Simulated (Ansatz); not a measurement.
Ge (diamond structure), cut as [112] wire, round, centred on atom, 0.72 nm across, F-ended

Calculation: PBE (plane waves to 420 eV, PAW; Ansatz, a program for electronic structure).

k-points: Γ-centred 1×1×4 mesh; occupations: Fermi-Dirac, 0.020 eV; spin polarisation not allowed. Spin-orbit coupling is left out.

 The relaxation kept the symmetry of its start, so a lower minimum of less symmetry isn't excluded. The period along the axis is held at the bulk value.

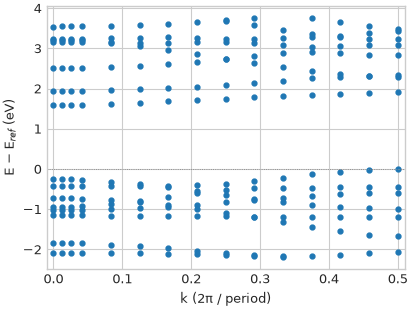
Figure: Levels along the axis at 15 k-points, drawn as points, zero at the top of the valence band

Electronic character: not metallic; Kohn-Sham band gap: 1.59 eV. Only levels within the plotted window are shown.
